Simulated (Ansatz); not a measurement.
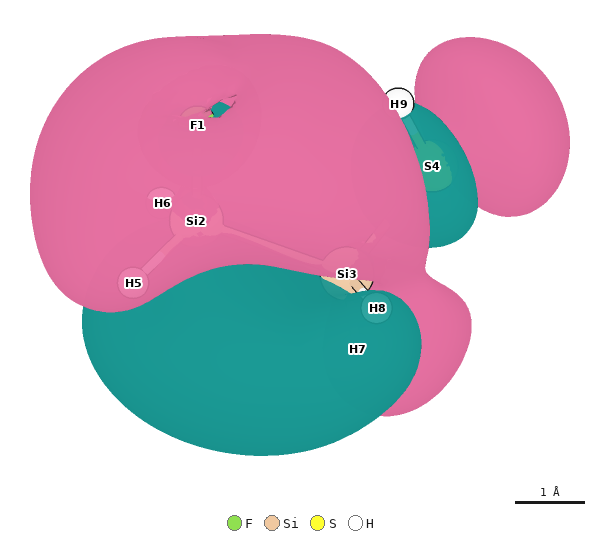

The picture shows: FH$_{5}$SSi$_{2}$ (SMILES F[SiH2][SiH2]S). One frontier orbital at ±0.04 Å⁻³ᐟ² (teal and pink are the two phases), seen across its widest extent.

Geometry: PBE0-D4/def2-TZVP.

The calculation used RKS PBE0-D4/def2-TZVPP in Ansatz 0.2.0.

Input

```
crystal:
  periodic: [false, false, false]
  atoms:
    - {symbol: F, position_ang: [-1.222452, 1.451004, -1.017904]}
    - {symbol: Si, position_ang: [0.318073, 1.022591, -0.834759]}
    - {symbol: Si, position_ang: [0.331614, -1.012493, 0.326022]}
    - {symbol: S, position_ang: [-0.900455, -0.799616, 2.065710]}
    - {symbol: H, position_ang: [0.925268, 0.935015, -2.188929]}
    - {symbol: H, position_ang: [0.996332, 2.088128, -0.054034]}
    - {symbol: H, position_ang: [1.692516, -1.316829, 0.839242]}
    - {symbol: H, position_ang: [-0.112850, -2.135925, -0.543019]}
    - {symbol: H, position_ang: [-1.939546, -0.278074, 1.390572]}
basis:
  gaussian: {orbitals: def2-TZVPP}
hamiltonian: {xc: pbe0, dispersion: d4}
output: {orbitals: {seedname: orbitals}}
```

Command:

```sh
ansatz run in.yaml --threads 2 --pin off --events-out ev --progress --plain --max-ram 4352MiB
```

Which orbital is it: HOMO or LUMO?

Answer. The LUMO, at −1.02 eV. It lies mainly on Si2 (about 40 %), Si3 (about 25 %), S4 (about 10 %) and F1 (about 5 %).
